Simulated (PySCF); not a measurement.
Ge(Me)(SMe)3, SMILES [Ge]([S]C)([S]C)([S]C)[CH3] at its GFN2-xTB optimised geometry (Å):

```
20

C      2.2345     0.0233    -1.0518
S      1.8895    -1.4242     0.0000
Ge    -0.3725    -1.4242     0.0000
C     -1.1495    -2.3902    -1.5915
S     -1.0749     0.7482     0.0000
C     -2.8613     0.4570     0.1889
S     -1.1423    -2.4715     1.8442
C     -0.1077    -1.6738     3.1176
H      1.6783     0.8822    -0.6902
H      1.9757    -0.1989    -2.0818
H      3.3008     0.2036    -0.9655
H     -1.1585    -1.7369    -2.4590
H     -2.1620    -2.7072    -1.3633
H     -0.5440    -3.2646    -1.8054
H     -3.3008     1.4242     0.4080
H     -3.2692     0.0634    -0.7369
H     -3.0421    -0.2305     1.0107
H      0.9383    -1.8917     2.9232
H     -0.4124    -2.1038     4.0656
H     -0.2848    -0.6018     3.1193
```

Calculation: B3LYP/def2-SVP (PySCF 2.14.0). Cells within 0.4 Å of a nucleus heavier than hydrogen are left out (blank, or x).

Map of the electron localisation function on the plane z = 0.0 Å:

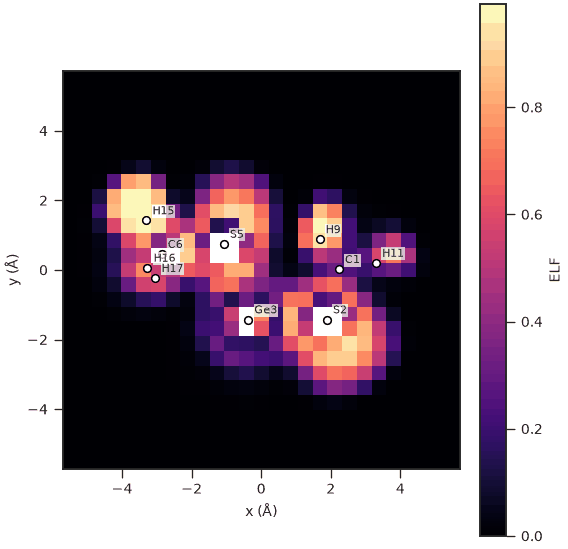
Figure. Electron localisation function on the plane z = 0.0 Å.
